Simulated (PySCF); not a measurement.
B(Me)(Vi)2, C5H9B, SMILES C=CB(C)C=C at its GFN2-xTB optimised geometry (Å):

```
15

B     -0.3700     0.1107     0.0000
C     -1.1396     1.4906     0.0000
H     -0.5266     2.3254     0.3319
H     -2.0427     1.4749     0.6062
H     -1.4582     1.7221    -1.0172
C      1.1864     0.1107     0.0000
C      1.9527    -0.8832    -0.4454
H      1.6999     1.0031     0.3471
H      3.0313    -0.8284    -0.4667
H      1.5269    -1.7961    -0.8312
C     -1.1488    -1.2366    -0.0340
C     -2.4288    -1.3692    -0.3764
H     -0.6162    -2.1484     0.2189
H     -2.9299    -2.3254    -0.4139
H     -3.0313    -0.5181    -0.6516
```

Calculation: B3LYP/def2-TZVP (PySCF).

Map of the Laplacian of the electron density (e/bohr⁵) on the plane z = 1.0 Å:

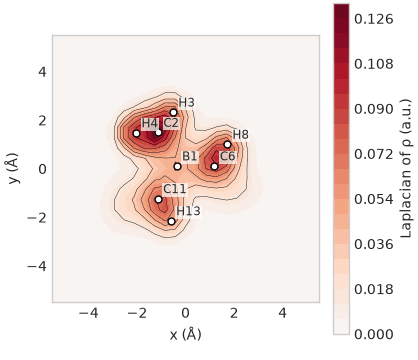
Figure. Laplacian of the electron density (e/bohr⁵) on the plane z = 1.0 Å.
